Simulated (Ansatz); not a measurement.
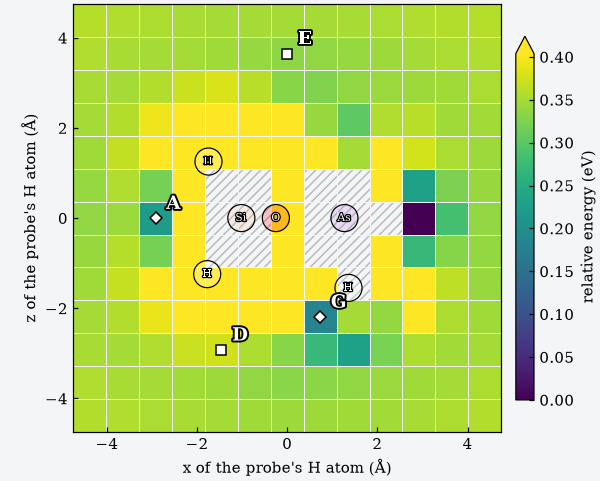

AsH₃OSi (SMILES O1[SiH2][AsH]1) with the probe H. The probe is moved over the plane through the molecule's long axis and the normal of its main plane. Coordinates scanned: (1) x of the probe's H atom; (2) z of the probe's H atom. Nothing is relaxed (molecule and probe rigid). The grid has 13 × 13 points. At 14 points there is no value (left out of the scan, as a rule where atoms come close). Energies: eV, counted from the lowest grid point. Energies and slopes of some neighbouring points disagree (a jump in structure or state, or too coarse a mesh). Computed with Ansatz 0.2.0, UKS PBE-D4/def2-SVP.

The picture shows one coloured cell a grid point, labelled circles for the molecule's atoms, projected on the plane, one colour for all values above the top of the scale, hatched blanks where no value was computed, lettered points.

Question: Rank the lettered points by energy, lowest first.

Answer: G (0.182 eV), A (0.222 eV), E (0.336 eV), D (0.375 eV).
